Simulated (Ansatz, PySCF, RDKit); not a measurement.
SiH4 (SMILES [SiH4]) and C3H4 (SMILES C=C=C) are pulled apart as rigid monomers along the line of their centres of mass, from the B3LYP-D3(BJ)/def2-TZVP minimum. Starting geometry (charge 0, multiplicity 1):
```
atom    x (Å)    y (Å)    z (Å)
----  -------  -------  -------
Si    -0.1137   0.3464   0.2517
H      1.2281   0.6215   0.8093
H     -0.0152   0.2466  -1.2242
H     -1.0399   1.4455   0.6010
H     -0.6271  -0.9333   0.7873
C     -0.4238   0.9505   3.8185
C      0.0814  -0.2476   3.8332
C      0.5865  -1.4449   3.8349
H      0.2028   1.8234   3.6764
H     -1.4873   1.1151   3.9469
H      0.6781  -2.0143   2.9171
H      0.9308  -1.9110   4.7507
```

Interaction energies with rigid monomers; basis-set methods are counterpoise corrected unless marked otherwise.

Cores are frozen in the correlated methods. Rows in 6-31G* carry no dispersion term and start afresh at each structure (6-31G* with six Cartesian d functions).

Programs: Ansatz (Gaussian orbitals); PySCF for 6-31G* rows, the dispersion terms; RDKit for the force fields. Each number belongs to the level named beside it.

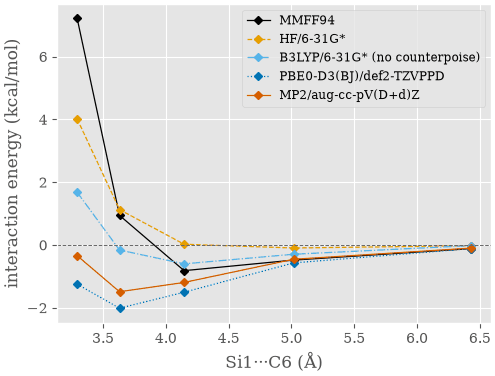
Figure: Interaction energy against separation

Which level binds most strongly at Si1···C6 = 3.63, and by how much?

PBE0-D3(BJ)/def2-TZVPPD, -2.0 kcal/mol.

Ansatz is a quantum-chemistry and plane-wave program.
